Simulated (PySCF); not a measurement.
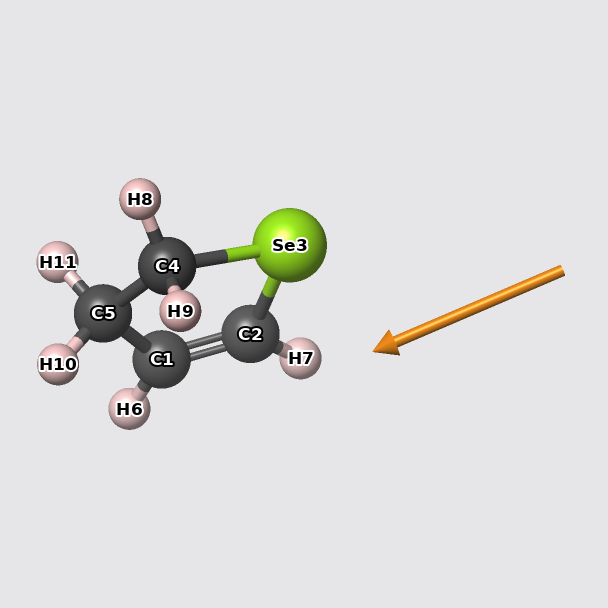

The arrow beside the molecule shows the direction of the dipole moment, from the negative to the positive end (its length means nothing). The computed structure is the end point of a GFN2-xTB optimisation. No frequency run is at hand to confirm it as a minimum. Method: PBE0/def2-SVPD, gas phase (PySCF 2.14.0).

How large is the dipole moment?

Answer. 1.70 D; it points from the side of Se3 to the side of H10 (the outermost atoms at the two ends).

The geometry is semi-empirical. Around Se such bond lengths and angles can be off by a tenth of an ångström or more and by several degrees, and values that hang on the shape move with them.
